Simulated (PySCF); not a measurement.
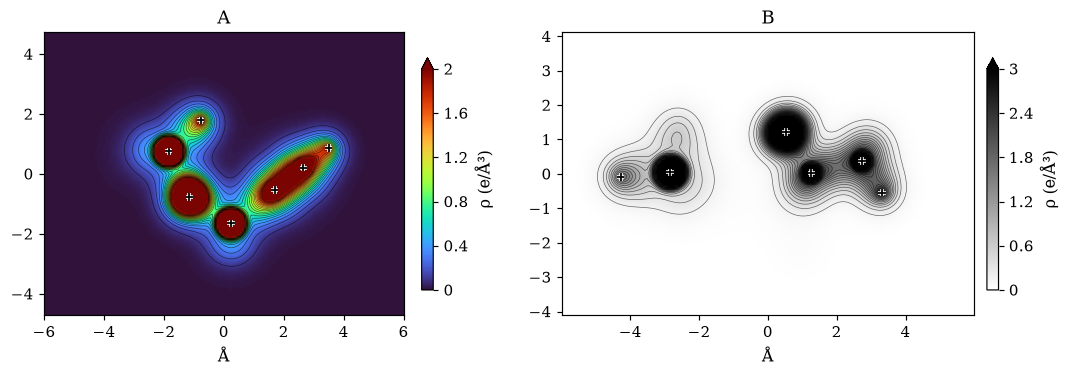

The total electron density of 2 systems, each on a plane through atoms (crosses mark nuclei in the plane).

Level of theory: PySCF 2.14.0, wB97X-D/def2-SVPD, SCF density, gas phase.

System 1: C2H11FSSi3, the plane of atoms C1, C2 and F3. Geometry: GFN2-xTB.

```yaml
atoms:
  - { symbol: C, position_ang: [-2.9667, -0.7819, -0.2116] }
  - { symbol: C, position_ang: [-1.5528, -0.4878, 0.2433] }
  - { symbol: F, position_ang: [-0.7594, -1.6209, 0.0019] }
  - { symbol: Si, position_ang: [-0.7195, 1.0035, -0.6498] }
  - { symbol: Si, position_ang: [1.5435, 0.4899, -0.5889] }
  - { symbol: Si, position_ang: [2.4263, -0.6304, 1.2606] }
  - { symbol: S, position_ang: [2.4844, 2.4544, -0.8087] }
  - { symbol: H, position_ang: [-3.3794, -1.6401, 0.3165] }
  - { symbol: H, position_ang: [-3.5908, 0.0861, -0.0192] }
  - { symbol: H, position_ang: [-2.9784, -0.9949, -1.2778] }
  - { symbol: H, position_ang: [-1.5302, -0.3690, 1.3325] }
  - { symbol: H, position_ang: [-1.1747, 2.1945, 0.0797] }
  - { symbol: H, position_ang: [-1.3336, 1.0920, -1.9822] }
  - { symbol: H, position_ang: [1.9461, -0.1551, -1.8524] }
  - { symbol: H, position_ang: [1.8152, -0.1394, 2.5000] }
  - { symbol: H, position_ang: [2.1577, -2.0599, 1.1439] }
  - { symbol: H, position_ang: [3.8758, -0.4479, 1.4051] }
  - { symbol: H, position_ang: [3.7276, 2.0134, -0.9047] }
```

System 2: C4H8OSi2 (SMILES C#C[SiH2]O[SiH2]C=C), the plane of atoms Si3, O4 and Si5. Geometry: PBE0-D3(BJ)/def2-SVP.

```xyz
15

C    -3.2967    1.3087   -0.7134
C    -2.6575    0.6623    0.0957
Si   -1.6696   -0.3089    1.3006
O    -0.2478   -0.7898    0.6147
Si    0.7373   -0.7468   -0.7250
C     2.4003   -0.0998   -0.1958
C     2.6683    0.2488    1.0674
H    -3.8669    1.8732   -1.4302
H    -1.3822    0.5448    2.4862
H    -2.4531   -1.5061    1.7098
H     0.8577   -2.1292   -1.2775
H     0.1330    0.1290   -1.7751
H     3.1937    0.0001   -0.9490
H     3.6485    0.6306    1.3735
H     1.9089    0.1630    1.8525
```

### Match each panel to its system.

Panel A is system 2, C4H8OSi2: the plane holds C, Si, O and H. C–C (1.22 Å): ρ is about 2.7 e/Å³ halfway. Panel B is system 1, C2H11FSSi3: the plane holds C, F, Si and H. C–F (1.40 Å): ρ at the midpoint is about 1.9 e/Å³, with its minimum of 1.5 e/Å³ about 0.5 Å from C.
